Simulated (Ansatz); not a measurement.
# ClCuH₃N: small, medium and large basis sets

How large a basis does ClCuH₃N need? Two functionals are run in growing sets.

The runs use Ansatz 0.2.0, Gaussian basis; one geometry, several basis sets.

Levels to be run: PBE0-D4/def2-SVP; ωB97M-V/def2-SVP; PBE0-D4/def2-QZVPP; ωB97M-V/def2-QZVPP; the functionals' def2-TZVPP values are taken from earlier runs.

## Step 1: The relaxed structure

All runs share one geometry, relaxed beforehand with PBE0-D4 in a triple-zeta def2 set.

SMILES `[NH3+][Cu-][Cl]`, 6 atoms, charge 0, spin multiplicity 1.

Atoms are counted from 1 here; the program's logs count them from 0.

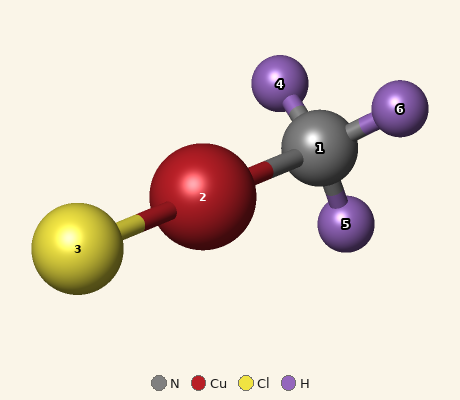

The structure; nitrogen grey, copper red, chlorine yellow, hydrogen purple; atoms are numbered from 1 in the order of the file.

## Step 2: PBE0-D4 in def2-SVP

Contents of in.yaml:

```yaml
crystal:
  periodic: [false, false, false]
  atoms:
    - {symbol: N, position_ang: [-0.765597, -0.020188, 0.226605]}
    - {symbol: Cu, position_ang: [1.089339, 0.003573, -0.335861]}
    - {symbol: Cl, position_ang: [3.080324, 0.027489, -0.939660]}
    - {symbol: H, position_ang: [-1.161377, -0.952509, 0.159009]}
    - {symbol: H, position_ang: [-1.335360, 0.594284, -0.346305]}
    - {symbol: H, position_ang: [-0.865329, 0.283353, 1.190112]}
basis:
  gaussian: {orbitals: def2-SVP}
hamiltonian: {xc: pbe0, dispersion: d4}
output: {orbitals: {seedname: orbitals}}
```

On the command line:

```
ansatz run in.yaml --threads 4 --pin off --events-out ev --progress --plain --max-ram 10444MiB
```

The runs that follow: ωB97M-V in def2-SVP; PBE0-D4 in def2-QZVPP; ωB97M-V in def2-QZVPP.

**Question.** What will the summary of the whole plan be? Wanted: PBE0-D4: double and triple zeta above quadruple; ωB97M-V: double and triple zeta above quadruple.

As calculated:

```
                                       quantity           value
PBE0-D4: double and triple zeta above quadruple  14.62, 1.64 eV
ωB97M-V: double and triple zeta above quadruple  14.61, 1.59 eV
```

**Reading.** For PBE0-D4 the step from double to triple zeta gains 12.98 eV and the next only 1.64 eV. These are total energies; as a rule much of such shifts cancels in differences, which this series doesn't test.
